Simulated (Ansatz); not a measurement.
**A computed series for LiNbSe2: pressure series**

Consider LiNbSe2 (space group P6_3/mmc, No. 194; a cell from a computed database, its experimental status unchecked).

```
LiNbSe2
1.0
    3.52407     0.00000     0.00000
   -1.76203     3.05193     0.00000
    0.00000     0.00000    13.55612
Li Nb Se
2 2 4
Direct
  0.00000   0.00000   0.00000
  0.00000   0.00000   0.50000
  0.00000   0.00000   0.25000
  0.00000   0.00000   0.75000
  0.33333   0.66667   0.12770
  0.66667   0.33333   0.87230
  0.66667   0.33333   0.62770
  0.33333   0.66667   0.37230
```

Cell and atoms are relaxed at each pressure.

Method: Kohn–Sham DFT with the r2SCAN functional, run in Ansatz (a quantum-chemistry and plane-wave program) with PAW and 500 eV plane waves, no SOC.

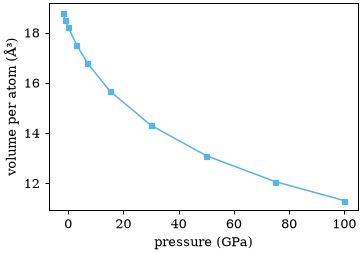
Fig. 1. Volume per atom against pressure

```json
[
 {"pressure (GPa)": "-2", "volume per atom": "18.79 Å³"},
 {"pressure (GPa)": "-1", "volume per atom": "18.49 Å³"},
 {"pressure (GPa)": "3", "volume per atom": "17.53 Å³"},
 {"pressure (GPa)": "7", "volume per atom": "16.79 Å³"},
 {"pressure (GPa)": "15", "volume per atom": "15.69 Å³"},
 {"pressure (GPa)": "30", "volume per atom": "14.31 Å³"},
 {"pressure (GPa)": "50", "volume per atom": "13.10 Å³"},
 {"pressure (GPa)": "75", "volume per atom": "12.06 Å³"},
 {"pressure (GPa)": "100", "volume per atom": "11.31 Å³"}
]
```

Load acts through the strain it causes; cell and atoms are relaxed under it. Whether these cells are dynamically stable was not tested. No other phases were tried under pressure.
